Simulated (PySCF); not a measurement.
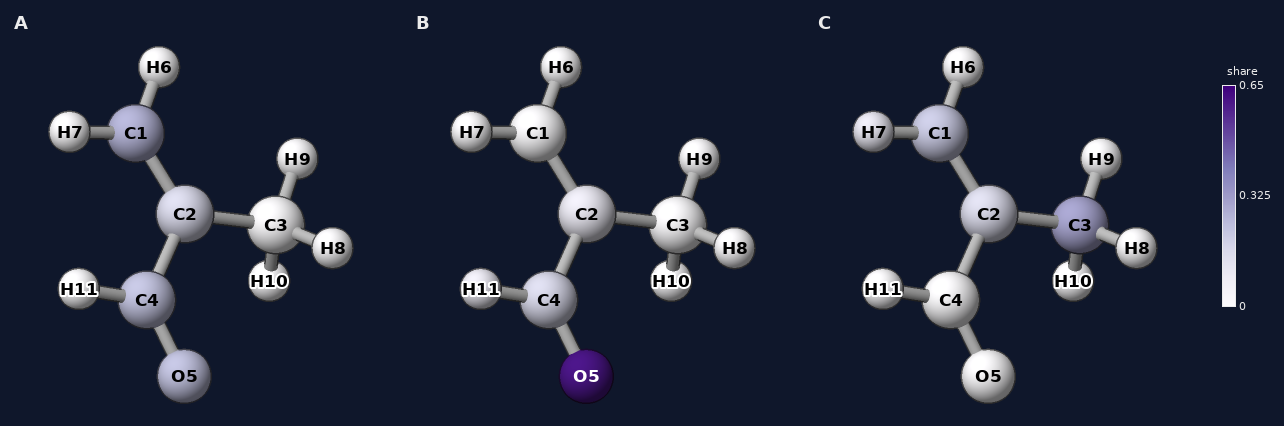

Each panel colours the atoms by their Löwdin share in one orbital (up to four of the largest shares; other atoms are shown as zero). The geometry was computed by an optimisation with PBE0-D3(BJ)/def2-SVP. No frequency run is at hand to confirm it as a minimum. Computed with CAM-B3LYP/def2-SVPD (PySCF 2.14.0).

**The panels show the HOMO−2, HOMO, LUMO, in some order. Which is which?**

A: LUMO, −0.65 eV; C1 0.26, O5 0.23, C4 0.23, C2 0.16
B: HOMO, −9.10 eV; O5 0.60, C4 0.16, C2 0.09, H11 0.09
C: HOMO−2, −12.33 eV; C3 0.30, C1 0.21, C2 0.15, H7 0.10
